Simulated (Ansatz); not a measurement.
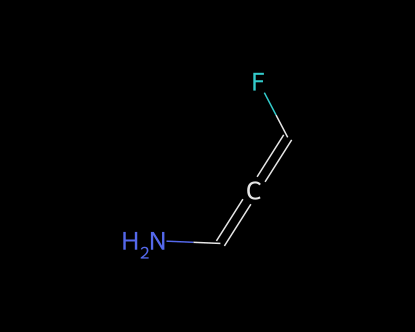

A structural formula.

> Transcribe the drawing into SMILES.

NC=C=CF

> Give the formula, hydrogens included.

C3H4FN.

> An optimisation with PBE0-D4/def2-TZVP gave a structure of which point group?

C1.

More results for the same structure follow; atom numbers are the same in all pictures, views and colours differ. The geometry was computed by an optimisation with PBE0-D4/def2-TZVP.

Shape

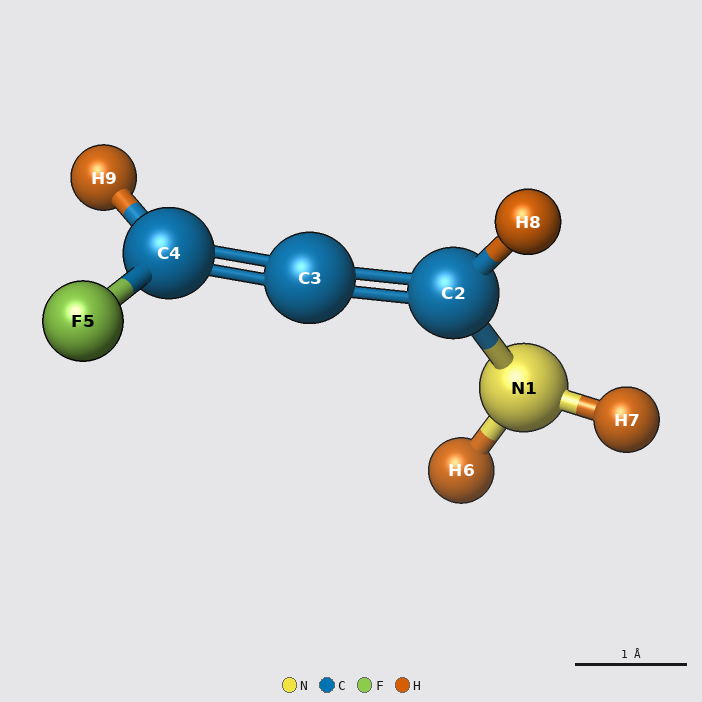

Give these bond angles: C2–N1–H6, C2–N1–H7, N1–C2–C3, N1–C2–H8, C3–C2–H8, C2–C3–C4, C3–C4–F5, C3–C4–H9, F5–C4–H9.

```tsv
angle	degrees
C2–N1–H6	115.9
C2–N1–H7	115.8
N1–C2–C3	126.8
N1–C2–H8	114.1
C3–C2–H8	119.0
C2–C3–C4	175.5
C3–C4–F5	123.0
C3–C4–H9	126.1
F5–C4–H9	110.9
```

Dipole moment

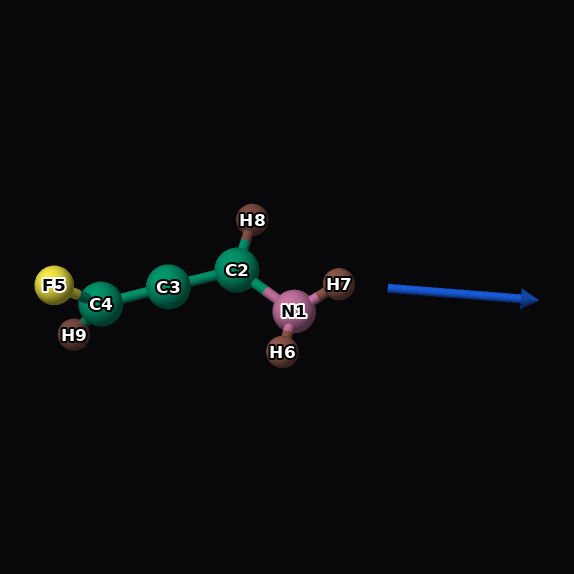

The arrow beside the molecule shows the direction of the dipole moment, from the negative to the positive end (its length means nothing). Level of theory: RKS PBE-D4/def2-TZVPP (Ansatz 0.2.0).

> Estimate the dipole moment.

2.79 D; it points from the side of F5 to the side of H7 (the outermost atoms at the two ends).

Thermal motion

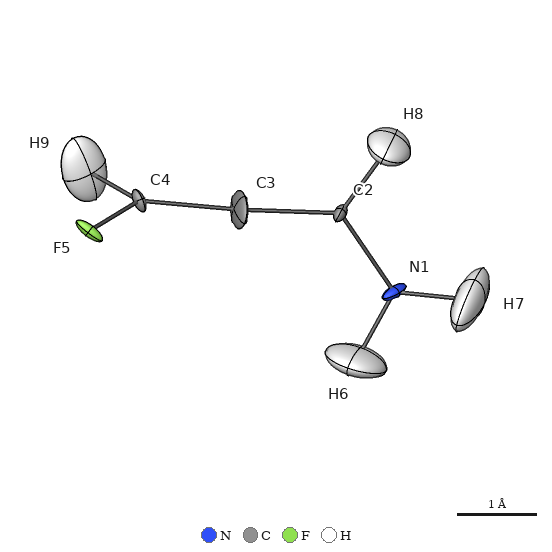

Displacement ellipsoids at the 50 % level, enlarged 1.5 times, from the internal vibrations of the free molecule (harmonic, no overall translation or rotation; no half-axis is drawn under 0.075 Å). Vibrations computed with RKS PBE0-D4/def2-TZVP (Ansatz 0.2.0). Temperature: 298 K.

> Which atom has the largest mean-square displacement?

H7, with U_eq = 0.0314 Å².

> Does H7 move more along its bond or across it?

Across it: the root-mean-square amplitude is 0.086 Å along the bond and up to 0.262 Å across, since bending and torsion are softer than stretching.

Give the displacement parameters, one line for each set of equivalent atoms.

| atom | U_eq (Å²) | rms amplitudes (Å) |
| --- | --- | --- |
| N1 | 0.0033 | 0.030, 0.044, 0.084 |
| C2 | 0.0021 | 0.032, 0.043, 0.059 |
| C3 | 0.0084 | 0.029, 0.093, 0.126 |
| C4 | 0.0024 | 0.032, 0.043, 0.066 |
| F5 | 0.0032 | 0.026, 0.035, 0.088 |
| H6 | 0.0275 | 0.077, 0.175, 0.215 |
| H7 | 0.0314 | 0.082, 0.137, 0.262 |
| H8 | 0.0200 | 0.082, 0.126, 0.193 |
| H9 | 0.0220 | 0.081, 0.131, 0.206 |

Vibrations

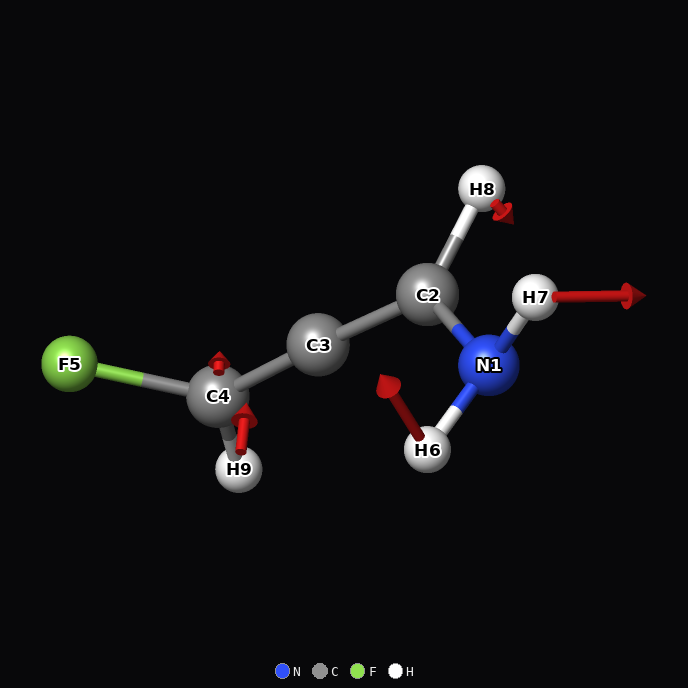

The arrows show one normal mode. Harmonic vibrations computed with RKS PBE0-D4/def2-TZVP (Ansatz 0.2.0) at a stationary point of the same level.

> Estimate its harmonic wavenumber.

317 cm⁻¹; it is mode 3 of 21 counted from the lowest.
